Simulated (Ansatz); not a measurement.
# CoSi2 (Fm-3m): from the cell to its phonons, part 2 of 2

Aim: the vibrations of CoSi2 (Fm-3m), their spectra, and whether the structure is stable.

Ansatz 0.2.0; DFT PBEsol, scalar-relativistic, plane waves, PAW; PAW set soft_1.

So far. Step 3 (Relaxing to small forces for the phonons): The forces vanish by symmetry and the pressure is 0.000 GPa, within the tolerances set. The cell now holds 12.49 Å³/atom. The relaxed cell has a = 5.313 Å (conventional setting).

The database entry behind the starting cell differs from later determinations by our own check (0.1 to 0.3 % short, probably kX units), so it need not match the best structure at ambient conditions.

## (4) Modes at Γ

The zone centre comes first: it holds the modes that light can see, as far as symmetry allows. No field response is asked, since the mesh shows no gap.

input.yaml

```yaml
crystal:
  lattice:
    - [0.0, 2.6562750233, 2.6562750233]
    - [2.6562750233, 0.0, 2.6562750233]
    - [2.6562750233, 2.6562750233, 0.0]
  atoms:
    - { symbol: Co, position: [0.0, 0.0, 0.0] }
    - { symbol: Si, position: [0.25, 0.25, 0.25] }
    - { symbol: Si, position: [0.75, 0.75, 0.75] }
kpoints:
  mp_grid: { grid: [16, 16, 16] }
hamiltonian:
  xc: pbesol
  pseudopotentials: { kind: paw, azcp: { folder: soft_1 }, xc_functional: pbe }
scf:
  occupations: { method: methfessel_paxton, width: 0.2 }
output:
  eigenvalues: true
phonons:
  method: dfpt
```

Started as:

```sh
$ ansatz run input.yaml --threads 4 --pin off --max-ram 10240MiB --backend cpu --events-out ev --progress --plain --runs-dir out
```

Numbers of over 12 decimals in the logs are rounded to 6 here.

The log of the run:

```text
zone centre: on kpoints.mp_grid the ground state, and the responses unless they are solved on pairs of k-points, stand on 349 of the mesh's 4096 k-points, reduced under 8 symmetry operations, with k and −k counted as one. Each operation leaves every solved displacement unchanged or reverses it
[...]
Crystal: 3 atoms, lattice volume = 37.484 Å³
Basis set: ecut = 420 eV, 725 PW (Γ), exchange–correlation on 54×54×54 points (8 copies of the dense FFT grid, shifted against one another)
Bands: 17, of which v1, the nominal top of the filled ones, is band 13 counted from 1 (12 counted from 0)
Symmetry: 48 space group operations
k-points: 349 of 4096 (irreducible under 8 space group operations, time reversal used)
[...]
SCF iter   1: F=—  HF=-6338.951563 eV  |F-HF|=—  |Δ(HF+E_count)|=         —  Δρ=1.38e-1  dr2=7.97e0  ethr=3.10e-3  ⟨swp⟩=5.1  Hψ=30166  notcnv=0
[...]
SCF iter  10: F=-6337.721802 eV  HF=-6337.721802 eV  |F-HF|=3.64e-12  |Δ(HF+E_count)|=  9.19e-11  S|Δr|=    0.00e0  Δρ=1.86e-7  dr2=6.34e-12  ethr=1.00e-12  ⟨swp⟩=5.8  Hψ=32386  notcnv=0
SCF 1 converged in 10 iterations: F = -6337.721802 eV  dr2 = 6.34e-12
[...]
DFPT response loops at Γ: preconditioner auto → Kerker (q_TF=auto, 2.550 Å⁻¹) (partly filled bands, converged f_vac=0.000); β = 1.00, the filter's whole step (`scf.mixing.beta` (0.50) is not read by the response loops under this deck's `scf.mixing.preconditioner`; to damp them name `kerker` or `kerker_dos`, under which they read `scf.mixing.beta`, and type it under 1.00, their step now; both keys bind the ground state too); Broyden in place of MSR1
SCF converged after 10 iterations
[...]
Free energy (F): -6337.721802 eV
[...]
Internal energy: -6337.722592 eV  (E = F + TS)
E sigma→0 (E₀):  -6337.721999 eV
Entropy (-TS):   0.000790 eV (0.263 meV/atom)
Fermi energy:    13.149055 eV
[...]
--- Band table (eV; the first three rows and the last of 349) ---
  k-point 0: bands = [... 9 lower, 11.1818, 14.1845, 16.5918, 16.5918, 16.5918, 16.7103, 16.7103, 16.7103]
  k-point 1: bands = [... 9 lower, 11.1625, 14.2303, 15.5222, 16.0738, 16.0738, 17.2576, 17.2576, 17.8328]
  k-point 2: bands = [... 9 lower, 11.1135, 13.9190, 15.0012, 15.5197, 15.5197, 17.7116, 17.7116, 18.4571]
  k-point 348: bands = [... 9 lower, 10.7892, 11.1326, 11.6582, 12.4727, 16.9269, 16.9269, 18.9635, 19.8477]
--- Phonons (Γ-DFPT): 2 representative perturbations + reference, on 349 of 4096 k-points (Σ response iterations 6) ---
  k mesh reduced under 8 symmetry operations, with k and −k counted as one. Each operation leaves every solved displacement unchanged or reverses it
  ASR residual: 2.856e-5 → 0.000e0 eV/Å²; symmetrization residual: 4.926e-7 eV/Å²
  ASR residual per site (eV/Å²): 2.18e-6 2.86e-5 2.86e-5
  Γ frequencies (cm⁻¹): 0.00 0.00 0.00 342.06 342.06 342.06 343.22 343.22 343.22
  non-analytic LO–TO correction: not included (Born effective charges unavailable; polar crystals: no LO–TO splitting at Γ)
```

Elapsed: 18 s, on 4 threads of Arm Neoverse V1, shared host; peak memory 0.85 GiB; 66 s of CPU time.

In the SCF lines HF is the Harris–Foulkes energy and dr2 the Hartree energy of the density residual, in eV; the loop may stop once dr2 is under the threshold and the program's other checks hold. Hψ counts applications of the Hamiltonian.

This step gave:

```
sum-rule residual before enforcement                    : 2.86e-5 eV/Å²
point group                                             : m-3m
highest optical mode at the zone centre (no LO-TO term) : 343.2 cm⁻¹
lowest optical zone-centre mode                         : 342.1 cm⁻¹
```

Patterns of degenerate modes are one choice out of their space. The modes at Γ (shares of kinetic energy by element, %):

```tsv
mode	frequency (cm⁻¹)	symmetry	Co %	Si %
1	0.0	acoustic	51	49
2	0.0	acoustic	51	49
3	0.0	acoustic	51	49
4	342.1	T2g	0	100
5	342.1	T2g	0	100
6	342.1	T2g	0	100
7	343.2	T1u	49	51
8	343.2	T1u	49	51
9	343.2	T1u	49	51
```

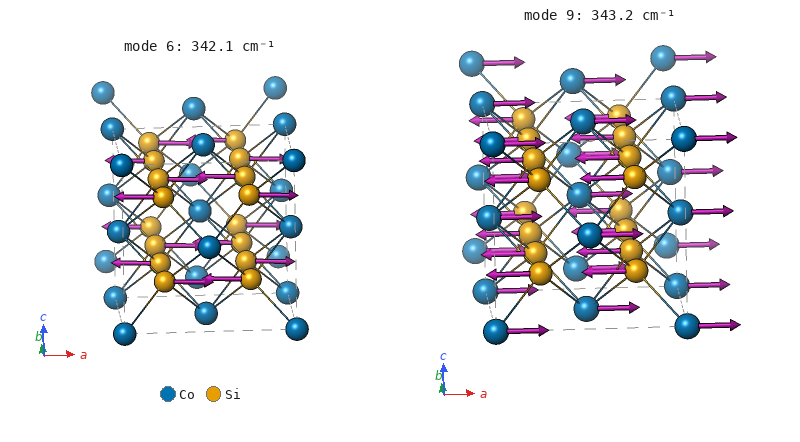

Displacement patterns of modes 6 and 9 at Γ; arrows are exaggerated. 1×2×1 conventional cells are drawn. Some periodic images of atoms are drawn too.

Before it was imposed, the acoustic sum rule was missed by 2.9e-5 eV/Å². Small misses are needed for a sound result but don't prove that mesh and cutoff are converged. The lowest optical mode is real, 342 cm⁻¹.

## (5) Phonons on a q mesh

Stability and thermal properties need the whole zone. Linear response on a 4×4×4 q mesh gives force constants as far as a supercell of that size would.

input.yaml: that of step 4 with these lines changed.

```diff
@@ -20 +20,8 @@
   method: dfpt
+  qmesh: [4, 4, 4]
+  temperatures: { t_max: 1000, t_step: 50 }
+  qpath:
+    path:
+      - [[0.0, 0.0, 0.0], [0.5, 0.0, 0.5], [0.625, 0.25, 0.625]]
+      - [[0.375, 0.375, 0.75], [0.0, 0.0, 0.0], [0.5, 0.5, 0.5], [0.5, 0.25, 0.75], [0.5, 0.0, 0.5]]
+    npoints: 10
```

The log of the run:

```text
[...]
Crystal: 3 atoms, lattice volume = 37.484 Å³
Basis set: ecut = 420 eV, 725 PW (Γ), exchange–correlation on 54×54×54 points (8 copies of the dense FFT grid, shifted against one another)
Bands: 17, of which v1, the nominal top of the filled ones, is band 13 counted from 1 (12 counted from 0)
Symmetry: 48 space group operations
k-points: 145 of 4096
[...]
SCF iter   1: F=—  HF=-6338.951540 eV  |F-HF|=—  |Δ(HF+E_count)|=         —  Δρ=1.38e-1  dr2=7.97e0  ethr=3.10e-3  ⟨swp⟩=5.1  Hψ=12485  notcnv=0
[...]
SCF iter  10: F=-6337.721802 eV  HF=-6337.721802 eV  |F-HF|=3.64e-12  |Δ(HF+E_count)|=  1.02e-10  S|Δr|=    0.00e0  Δρ=1.84e-7  dr2=6.20e-12  ethr=1.00e-12  ⟨swp⟩=5.9  Hψ=13482  notcnv=0
SCF 1 converged in 10 iterations: F = -6337.721802 eV  dr2 = 6.20e-12
[...]
phonons: the bands overlap, so this run is a metal and interpolates without the dipole-dipole term. If the crystal is really an insulator or semiconductor, its LO-TO splitting is missing
NSCF: frozen V_eff on 145 k-points
[...]
DFPT response loops at q = (0, 0, 0) (fractional): preconditioner auto → Kerker (q_TF=auto, 2.550 Å⁻¹) (partly filled bands, converged f_vac=0.000); β = 1.00, the filter's whole step (`scf.mixing.beta` (0.50) is not read by the response loops under this deck's `scf.mixing.preconditioner`; to damp them name `kerker` or `kerker_dos`, under which they read `scf.mixing.beta`, and type it under 1.00, their step now; both keys bind the ground state too); Broyden in place of MSR1
[...]
SCF converged after 10 iterations
[...]
Free energy (F): -6337.721802 eV
[...]
Internal energy: -6337.722592 eV  (E = F + TS)
E sigma→0 (E₀):  -6337.721999 eV
Entropy (-TS):   0.000790 eV (0.263 meV/atom)
Fermi energy:    13.149055 eV
[...]
--- Band table (eV; the first three rows and the last of 145) ---
  k-point 0: bands = [... 9 lower, 11.1818, 14.1845, 16.5918, 16.5918, 16.5918, 16.7103, 16.7103, 16.7103]
  k-point 1: bands = [... 9 lower, 11.1625, 14.2303, 15.5222, 16.0738, 16.0738, 17.2576, 17.2576, 17.8328]
  k-point 2: bands = [... 9 lower, 11.1135, 13.9190, 15.0012, 15.5197, 15.5197, 17.7116, 17.7116, 18.4571]
  k-point 144: bands = [... 9 lower, 10.7892, 11.1326, 11.6582, 12.4727, 16.9269, 16.9269, 18.9635, 19.8477]
--- Phonons (Γ-DFPT): 2 representative perturbations + reference (Σ response iterations 6) ---
  ASR residual: 2.913e-5 → 0.000e0 eV/Å²; symmetrization residual: 6.571e-7 eV/Å²
  ASR residual per site (eV/Å²): 3.18e-6 2.91e-5 2.91e-5
  Γ frequencies (cm⁻¹): 0.00 0.00 0.00 342.06 342.06 342.06 343.22 343.22 343.22
--- Phonons (arbitrary-q DFPT): 8 irreducible q on the 4×4×4 mesh ---
  q = [0.0000, 0.0000, 0.0000] (star 1, of the zone-centre solve; hermiticity 1.05e-7, symmetrization 4.58e-13): -0.00 0.00 0.00 342.06 342.06 342.06 343.22 343.22 343.22
  q = [0.0000, 0.0000, 0.2500] (star 8, 2 solved perturbations on 2176 of 4096 k-point pairs; hermiticity 1.13e-7, symmetrization 1.29e-12): 86.67 86.67 196.76 315.56 323.11 323.11 361.02 361.02 377.67
[...]
q = [0.0000, 0.2500, 0.2500] (star 6, 4 solved perturbations in 3616 linear systems a pass and spin channel, the states on 1160 of 4096 k-point pairs; hermiticity 1.56e-7, symmetrization 2.03e-13): 124.10 124.10 202.83 301.32 301.32 314.19 376.26 376.26 376.85
[...]
sum rule: each row above includes the acoustic sum rule's correction from the zone centre's row sums; it moved no ω² by more than (0.53 cm⁻¹)²
  mesh force constants: q→R imaginary residual 2.89e-18; ASR residual 2.913e-5 → 0.000e0 eV/Å²; symmetrization residual 5.329e-15 eV/Å²
  interpolated dispersion: 62 rows × 9 modes
  density of states and harmonic sums: on the 20×20×20 q-mesh, interpolated from the force constants of a 4×4×4 supercell (no non-analytic term)
  largest difference from the sums on the solved wave vectors: F 1.09e-2 eV, S 1.49e-5 and C_V 4.01e-6 eV/K
  zero-point energy: 0.161269 eV/cell   skipped modes (ω ≤ 0): 3   left out of the sums: 4.17e-5 of the cell's modes: C_V's classical limit lies that fraction below 3 k_B per atom; for a crystal, a wire or a layer, F and S can be off by more, and a phonons.interpolated_qmesh denser along its periods is the remedy for the sampling
```

Elapsed: 9.7 min, on 4 threads; peak memory 5.5 GiB; 38 min of CPU time.

This step gave:

```
sum-rule residual before enforcement                    : 2.91e-5 eV/Å²
lowest frequency on the path                            : 0 cm⁻¹
highest frequency on the path or at a solved wavevector : 397.8 cm⁻¹
mean frequency                                          : 289.1 cm⁻¹
Debye temperature (second moment)                       : 562 K
logarithmic mean frequency                              : 270.6 cm⁻¹
lowest mode on the q mesh (acoustic modes at Γ apart)   : 86.67 cm⁻¹
zero-point energy per atom                              : 53.76 meV
heat capacity at 300 K                                  : 21.09 J/(mol atoms K)
vibrational entropy at 300 K                            : 20.49 J/(mol atoms K)
```

Frequencies (cm⁻¹) solved at each irreducible wavevector; negative means imaginary. Frequencies by wavevector, by row:

```tsv
q in reciprocal lattice units	star	mode 1	mode 2	mode 3	mode 4	mode 5	mode 6	mode 7	mode 8	mode 9
0 0 0	1	0	0	0	342.1	342.1	342.1	343.2	343.2	343.2
0 0 0.25	8	86.7	86.7	196.8	315.6	323.1	323.1	361	361	377.7
0 0 -0.5	4	120	120	308.2	322.3	322.3	349.8	360.2	366.8	366.8
0 0.25 0.25	6	124.1	124.1	202.8	301.3	301.3	314.2	376.3	376.3	376.9
0 0.25 -0.5	24	155.3	185.3	273.8	283	294	321	381.3	382.5	389.3
0 0.25 -0.25	12	124.2	168	249	276.9	318.2	351.6	356.4	368.3	393.8
0 -0.5 -0.5	3	191.6	191.6	264.5	276.6	276.6	294.1	388.9	390	390
0.25 -0.5 -0.25	6	184.8	236.5	236.5	263.4	277.2	350.8	350.8	384.4	397.8
```

Interpolated from a 4×4×4 q mesh. Phonon branches along the path, in cm⁻¹:

```tsv
point	branch 1	branch 2	branch 3	branch 4	branch 5	branch 6	branch 7	branch 8	branch 9
Γ	0	0	0	342	342	342	343	343	343
X	192	192	264	277	277	294	389	390	390
U	167	234	248	268	288	321	380	384	392
jump to K	167	234	248	268	288	321	380	384	392
Γ	0	0	0	342	342	342	343	343	343
L	120	120	308	322	322	350	360	367	367
W	185	236	236	263	277	351	351	384	398
X	192	192	264	277	277	294	389	390	390
```

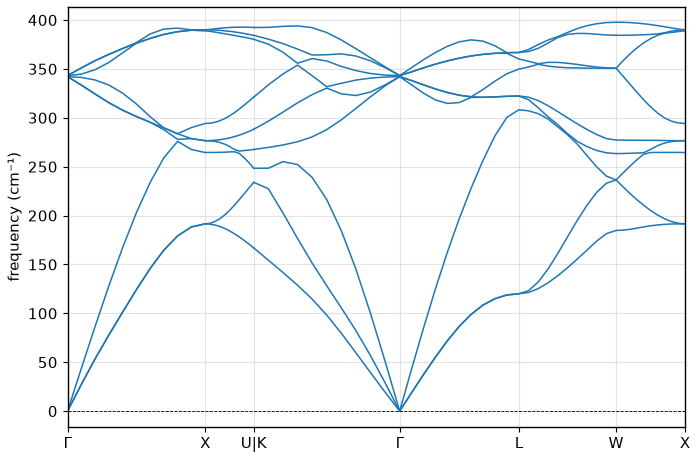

Phonon branches along the path.

The phonon density of states has structure finer than the step of the table below, so its rows give means over 25 cm⁻¹, whole bins alone (the curve runs from 2.5 to 398 cm⁻¹). Peaks (cm⁻¹: height): 147.5: 0.0204, 267.5: 0.0523, 387.5: 0.117.

Tetrahedra on a 20×20×20 mesh, mean over bins of 5 cm-1. Interpolated from a 4×4×4 q mesh. The phonon density of states by wavenumber; means over each step:

```tsv
wavenumber (cm⁻¹)	phonon density of states (1/cm⁻¹/cell)
25	3.4e-4
50	0.00144
75	0.00355
100	0.00773
125	0.0176
150	0.0202
175	0.0186
200	0.0115
225	0.00799
250	0.0143
275	0.0441
300	0.0431
325	0.0354
350	0.0309
375	0.0735
```

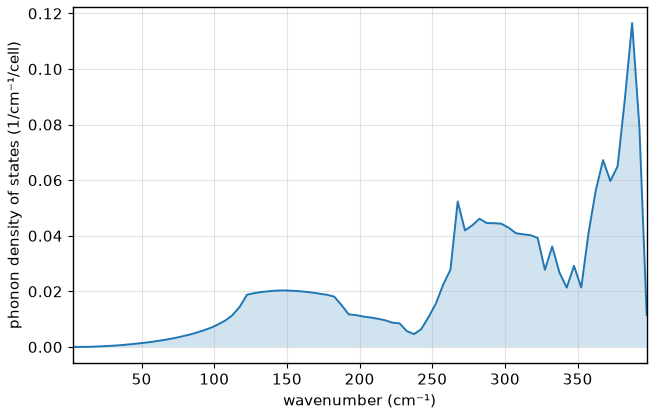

Phonon density of states against wavenumber.

The partial phonon density of states has structure finer than the step of the table below, so its rows give means over 20 cm⁻¹, whole bins alone (the curve runs from -10 to 419 cm⁻¹). Peaks (cm⁻¹: height): Co 146.6: 0.0142, 265.5: 0.0173, 384.3: 0.0192; Si 281.7: 0.0387, 387.0: 0.0888.

Phonopy on the run's constants, 19x19x19 mesh, Gaussian sigma 3.1 cm-1. Interpolated from a 4×4×4 q mesh. Partial phonon density of states against wavenumber; means over each step; values in 1/cm⁻¹/cell:

```tsv
wavenumber (cm⁻¹)	Co	Si
0	1.1e-5	9.5e-6
20	1.2e-4	1.2e-4
40	5.1e-4	4.6e-4
60	0.00110	9.3e-4
80	0.00236	0.00185
100	0.00457	0.00318
120	0.0100	0.00590
140	0.0132	0.00695
160	0.0133	0.00631
180	0.0123	0.00528
200	0.00796	0.00340
220	0.00646	0.00255
240	0.00588	0.00203
260	0.0151	0.0132
280	0.00887	0.0359
300	0.00661	0.0364
320	0.00416	0.0334
340	0.00399	0.0231
360	0.0120	0.0348
380	0.0169	0.0643
400	0.00460	0.0197
```

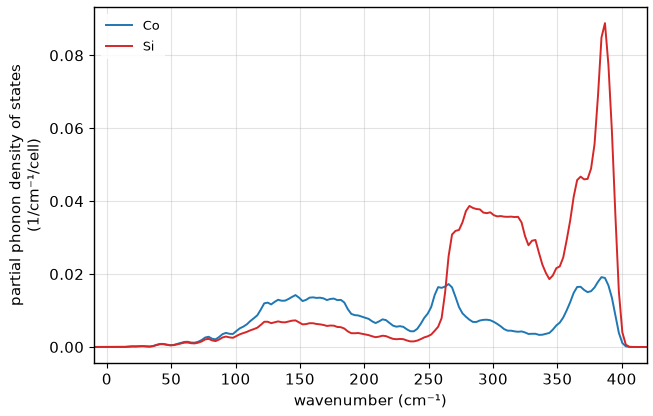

Partial phonon density of states against wavenumber.

Harmonic thermodynamic functions per atom, from the density of states. Interpolated from a 4×4×4 q mesh. Thermodynamic functions, by row:

```tsv
T (K)	F_vib (meV/atom)	S (J/mol-atom/K)	C_V (J/mol-atom/K)
0	53.76	0	0
50	53.67	0.679	1.892
100	52.62	3.737	7.986
200	44.18	12.62	17.42
300	26.87	20.49	21.09
400	2.24	26.8	22.65
500	-28.29	31.95	23.44
600	-63.7	36.27	23.88
700	-103.3	39.97	24.16
800	-146.4	43.21	24.34
900	-192.7	46.09	24.46
1000	-241.8	48.67	24.55
```

Harmonic mean-square displacement, third of the trace. Interpolated from a 4×4×4 q mesh. Mean square displacements, by row:

```tsv
T (K)	Co1 U_eq (Å²)	Si2 U_eq (Å²)	Si3 U_eq (Å²)
0	0.00145	0.00216	0.00216
100	0.00192	0.00253	0.00253
300	0.00425	0.00472	0.00472
600	0.00817	0.00876	0.00876
```

Symmetry leaves 8 wavevectors to solve. The lowest mode among them, the acoustic zeros apart, lies at q = (0, 0, 0.25) and is real, 86.7 cm⁻¹.

## (6) Isotope substitution

An isotope changes the mass and not the force constants, so no new electronic calculation is needed; the shifts show which modes move this element.

The same force constants with the mass of Si changed from 28.085 to 29.974 u (phonopy, no LO-TO term). Both lists are sorted by frequency; levels can cross, so a row need not hold one and the same mode. Modes under 3 cm⁻¹ are left out. Isotope shifts, by row:

```tsv
q	rank	natural mass (cm⁻¹)	changed mass (cm⁻¹)
0 0 0	4	342.1	331.1
0 0 0	5	342.1	331.1
0 0 0	6	342.1	331.1
0 0 0	7	343.2	337.6
0 0 0	8	343.2	337.6
0 0 0	9	343.2	337.6
0 0 0.25	1	86.67	85.47
0 0 0.25	2	86.67	85.47
0 0 0.25	3	196.8	194.3
0 0 0.25	4	315.6	306.1
0 0 0.25	5	323.1	313.9
0 0 0.25	6	323.1	313.9
0 0 0.25	7	361	353.1
0 0 0.25	8	361	353.1
0 0 0.25	9	377.7	369.4
0 0 -0.5	1	120	118.6
0 0 -0.5	2	120	118.6
0 0 -0.5	3	308.2	306.7
0 0 -0.5	4	322.3	312
0 0 -0.5	5	322.3	312
0 0 -0.5	6	349.8	340.2
0 0 -0.5	7	360.2	348.7
0 0 -0.5	8	366.8	359.1
0 0 -0.5	9	366.8	359.1
0 0.25 0.25	1	124.1	122.4
0 0.25 0.25	2	124.1	122.4
0 0.25 0.25	3	202.8	200.7
0 0.25 0.25	4	301.3	293.3
0 0.25 0.25	5	301.3	293.3
0 0.25 0.25	6	314.2	304.1
0 0.25 0.25	7	376.3	367.3
0 0.25 0.25	8	376.3	367.3
0 0.25 0.25	9	376.9	368.6
```

A mode of this element alone would shift by -3.20 %. The highest zone-centre frequency without the field goes from 343.2 to 337.6 cm⁻¹ (-1.6 %). The product of the frequency ratios over all optical modes at Γ is 0.863; the product rule, (m/m′)^(3k/2) (M′/M)^(3/2) with k = 2 such atoms and M the mass of the cell, gives 0.863.

## (7) Summary of results

```json
{
  "space group after relaxation (within 0.01 Å)": "Fm-3m",
  "volume per atom": "12.5 Å³",
  "electronic character": "no gap on this mesh",
  "highest optical mode at the zone centre (no LO-TO term)": "343 cm⁻¹",
  "lowest optical zone-centre mode": "342 cm⁻¹",
  "lowest mode on the q mesh (acoustic modes at Γ apart)": "86.7 cm⁻¹",
  "highest frequency on the path or at a solved wavevector": "398 cm⁻¹",
  "zero-point energy per atom": "53.8 meV",
  "heat capacity at 300 K": "21.1 J/(mol atoms K)",
  "vibrational entropy at 300 K": "20.5 J/(mol atoms K)",
  "Debye temperature (second moment)": "562 K",
  "imaginary modes on the 4×4×4 q mesh": "none"
}
```

What this shows: The structure is a minimum as far as tested: no mode is imaginary at the 8 irreducible wavevectors of the 4×4×4 mesh, and the softest away from the acoustic zeros lies at 87 cm⁻¹. The optical modes at Γ span 342 to 343 cm⁻¹. With no gap, or one that is small against the smearing, the frequencies hang on the k mesh and the smearing, most of all near Kohn anomalies. The phonon runs are without spin polarisation, although the cell has an odd electron count. The PAW files were made for PBE and serve the other functionals too. These are harmonic frequencies at zero temperature: anharmonic shifts, linewidths and thermal expansion are left out.

[Logs are printed without paths, hosts, clocks, repeated set-up lines and the standing remarks that a program may print on its own settings, such as how far it seeks lower states.]

[Hosts, paths, dates, database ids (printed as entryN), source tags and the programs' standing remarks are cut or masked in the printed files.]
